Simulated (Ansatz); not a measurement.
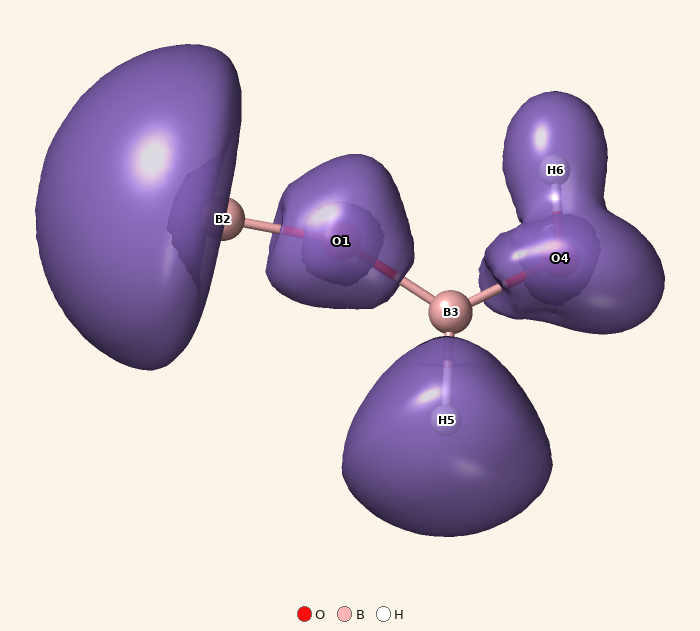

Figure 1: B2H2O2. Isosurface of the ELF at 0.75 (purple), seen at a tilt. Only the valence region is drawn (cores and ρ < 0.01 e/Å³ removed).

Geometry: PBE0-D4/def2-TZVP.

Computed with Ansatz, RKS PBE0-D4/def2-TZVPP.

Input

```
crystal:
  periodic: [false, false, false]
  atoms:
    - {symbol: O, position_ang: [0.067540, -0.986533, -0.039109]}
    - {symbol: B, position_ang: [0.266587, -2.243534, -0.226094]}
    - {symbol: B, position_ang: [0.209119, 0.378436, -0.269302]}
    - {symbol: O, position_ang: [-0.456452, 1.248328, 0.498525]}
    - {symbol: H, position_ang: [0.916649, 0.763028, -1.142022]}
    - {symbol: H, position_ang: [-1.003453, 0.840275, 1.178001]}
basis:
  gaussian: {orbitals: def2-TZVPP}
hamiltonian: {xc: pbe0, dispersion: d4}
output: {orbitals: {seedname: orbitals}}
```

Launched as:

```sh
ansatz run in.yaml --threads 2 --pin off --events-out ev --progress --plain --max-ram 4352MiB
```

> Describe the localisation domains.

At this value the surface marks out one region around a hydrogen nucleus, one region on O in which the atom's valence shell and bonds are merged, one lobe on B, pointing away from the bonds (lone pairs) and one joined region spread over several atoms (H, O), in which their bonds and any lone pairs are merged. Profiles from the grid: B–O (1.29 Å): the ELF peaks at about 0.90 between the atoms (a polar covalent bond). O–H (0.96 Å): the ELF climbs to about 1 towards the hydrogen, as it does in any bond to H; a covalent bond by its length.
